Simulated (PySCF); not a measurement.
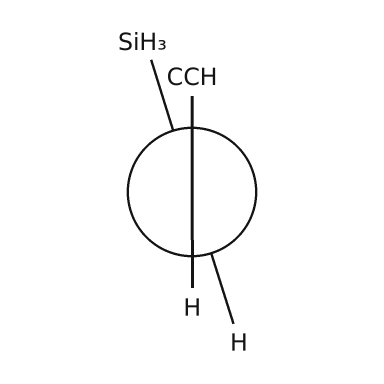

A Newman projection along the B–N bond, boron in front; angles are drawn as computed, but eclipsed bonds slightly apart. The geometry was computed by an optimisation with PBE0-D3(BJ)/def2-SVP. No frequency run is at hand to confirm it as a minimum.

Q: Which molecule is it?

A: C2H6BNSi, C#CBN[SiH3]

Q: What is the torsion angle from the front CCH to the back SiH3? The sign is positive where the front bond must turn clockwise to cover the back bond.

A: 0°, synperiplanar (eclipsed).
